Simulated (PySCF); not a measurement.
## Electronic structure of C5H13BO in real space

```csv
atom,x (Å),y (Å),z (Å)
B,0.3537,1.0527,-0.6732
C,1.8944,0.6871,-0.6055
H,2.0814,-0.3445,-0.9496
H,2.2719,0.7375,0.4306
H,2.5123,1.3612,-1.2157
C,-0.1699,2.2842,-1.5035
H,0.2959,3.2150,-1.1352
H,-1.2625,2.3989,-1.4665
H,0.1430,2.1952,-2.5580
O,-0.5867,0.3253,-0.0158
C,-0.3282,-0.8305,0.7637
C,-0.5824,-2.0680,-0.0782
C,-1.2138,-0.7692,1.9932
H,0.7285,-0.8297,1.0852
H,-1.6307,-2.0917,-0.4134
H,-0.3799,-2.9828,0.4988
H,0.0621,-2.0748,-0.9698
H,-1.0026,0.1383,2.5774
H,-2.2735,-0.7449,1.6966
H,-1.0506,-1.6453,2.6384
```

Geometry: PBE0-D3(BJ)/def2-SVP.

All numbers below come from PBE0/pcSseg-1, SCF density, gas phase, non-relativistic (PySCF).

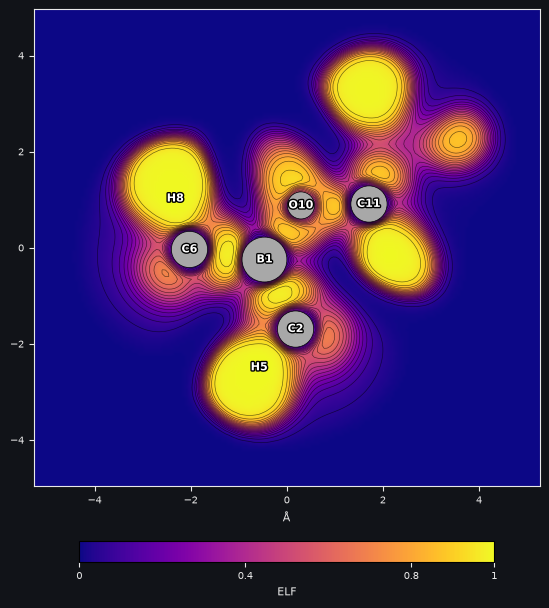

Figure 1. ELF on the plane of atoms B1, C2 and H5. Grey discs cover the atomic cores.

Q: Read the bonding off the picture.

A: The section cuts through B, C, H and O sites.
B–O (1.36 Å): the ELF peaks at about 0.90 between the atoms: a short, strongly polar bond.
C–O (1.42 Å): the ELF peaks at about 0.90 between the atoms (a polar covalent bond).
C–B (1.57 Å): the ELF peaks at about 1 between the atoms; a shared electron pair.
C–H (1.10 Å): the ELF climbs to about 1 towards the hydrogen, as it does in any bond to H: a covalent bond by its length.
The ELF also peaks beside O10, away from the bonds: lone-pair regions.

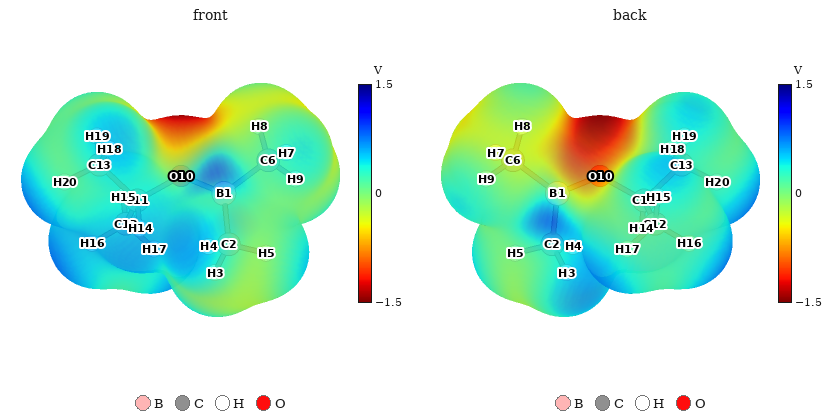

Figure 2. The electrostatic potential painted on the density surface at 0.002 e/bohr³, seen from the front and from behind; red is negative and blue positive.

Q: Where is the surface potential most negative and most positive?

A: The most negative region (about −1.4 V) lies over O10, the most positive (about +0.8 V) over B1, H16 and H20. O10 is the likeliest acceptor of a hydrogen bond.

Q: What dipole moment does the calculation give?

A: Its dipole moment is 1.50 D.
